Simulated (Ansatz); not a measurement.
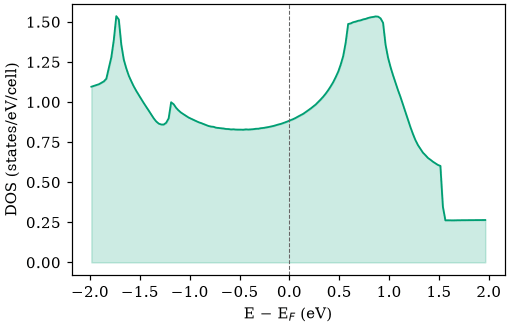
*Density of states of Ir (Fm-3m) near the Fermi level, PBEsol, rigid bands in Ansatz (a quantum-chemistry and plane-wave program).*

**Question.** With 1 atom a cell, what bare Sommerfeld coefficient γ = (π²/3) k_B² N(E_F) follows?

**Answer.** N(E_F) ≈ 0.88 states/eV a cell at 300 K, so γ ≈ 2.1 mJ/(mol of atoms·K²), before many-body enhancement (phonons, spin fluctuations, correlation).

**Question.** How far does the Fermi level move in a rigid band for 0.1 electron a cell added or removed?

**Answer.** 111 meV and -115 meV.

A metal at this level (no band gap); rigid bands, thermally averaged at 300 K, both spins. Spin-orbit coupling is left out, which matters with elements this heavy. Geometry: cell and atoms relaxed with PBEsol.
